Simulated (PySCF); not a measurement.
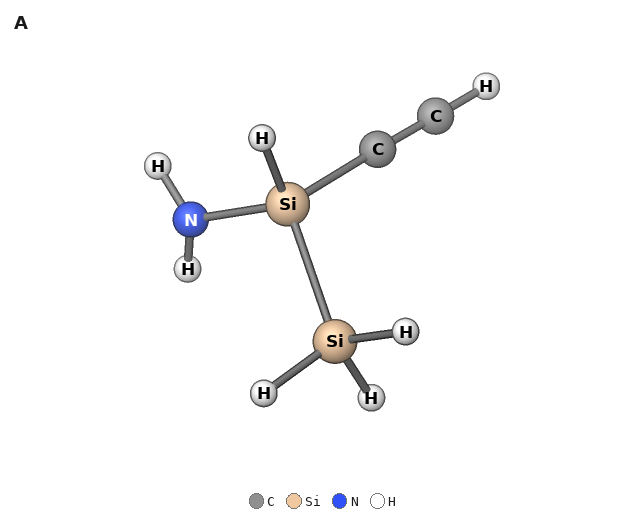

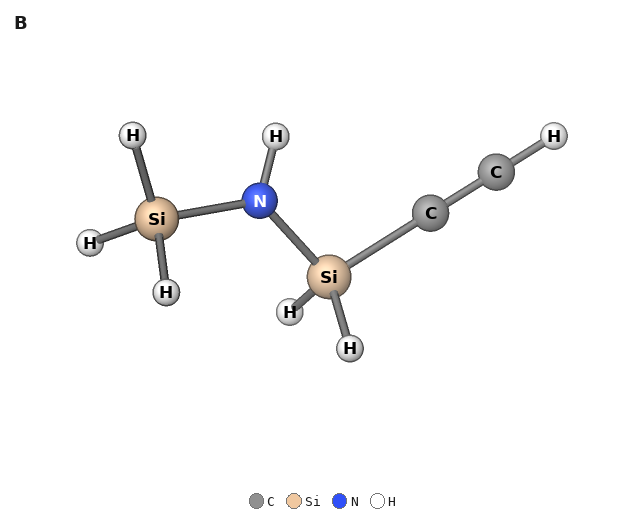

2 stationary structures of one formula. Geometries: GFN2-xTB. Electronic energies: PBE0/pcSseg-1 (PySCF 2.14.0), without zero-point energy. No frequency run is at hand to confirm each as a minimum. Each is one conformer, not always the lowest.

Question: Which is lowest in energy, and by how much?

Answer: B is lowest; A lies 8.4 kcal/mol above it. A is `C#C[Si@@H](N)[SiH3]`, B is `C#C[SiH2]N[SiH3]`.

The geometry is semi-empirical. Around Si such bond lengths and angles can be off by a tenth of an ångström or more and by several degrees, and values that hang on the shape move with them.
